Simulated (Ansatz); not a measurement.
CB₂O (SMILES [B+]=[B-]=C=O) (triplet)

Input

```
crystal:
  periodic: [false, false, false]
  atoms:
    - {symbol: C, position_ang: [0.000000, 0.000000, -0.804402]}
    - {symbol: B, position_ang: [0.000000, 0.000000, 2.141211]}
    - {symbol: B, position_ang: [0.000000, 0.000000, 0.626620]}
    - {symbol: O, position_ang: [0.000000, 0.000000, -1.963429]}
basis:
  gaussian:
    orbitals: def2-TZVPD
hamiltonian:
  xc: pbe0
magnetization:
  spin_polarized: true
  initial_magnetization: 2
output:
  forces: true
  orbitals: {seedname: orbitals}
```

Launched as:

```sh
ansatz run input.yaml --threads 1 --pin off --max-ram 2610MiB --events-out events.jsonl --progress --plain --runs-dir runs
```

Geometry: B3LYP-D3(BJ)/def2-SVP; ⟨S²⟩ = 2.09, above the pure value of 2.00.

All numbers below come from isolated molecule in a Gaussian basis; Kohn-Sham density functional theory, functional PBE0 in Ansatz 0.2.0.

Question: What will maps of the electron density, electron localisation function and spin density show?

Answer: C–O (1.16 Å): ρ at the midpoint is about 3.8 e/Å³; the ELF peaks at about 0.85 between the atoms: a short, multiple covalent bond.
C–B (1.43 Å): ρ at the midpoint is about 1.7 e/Å³; the ELF peaks at about 0.95 between the atoms; a covalent bond.
B–B (1.51 Å): the density is about 1.3 e/Å³ at the midpoint; the ELF peaks at about 0.95 between the atoms; localised, covalent bonding.
The unpaired spin (2 electrons) lies mostly on B2 (about 1.4) and B3 (about 0.5), in electrons by Hirshfeld's partition.

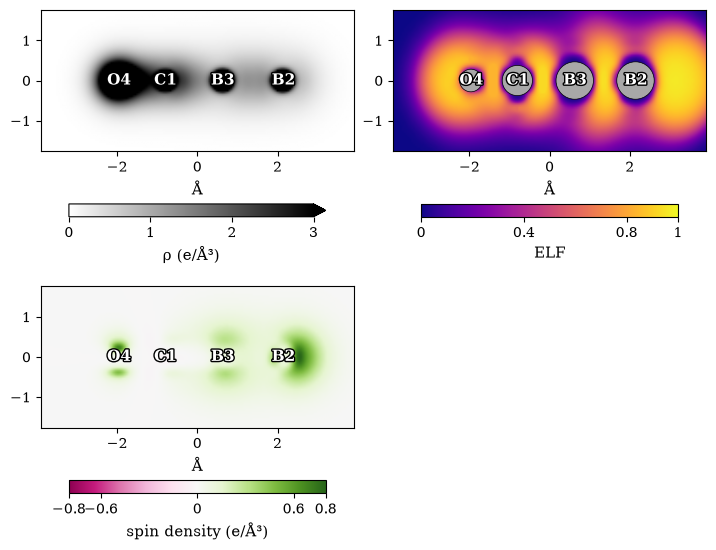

Computed electron density, electron localisation function and spin density on a plane that holds the molecular axis, in this order. Grey discs cover the atomic cores in the ELF map. 
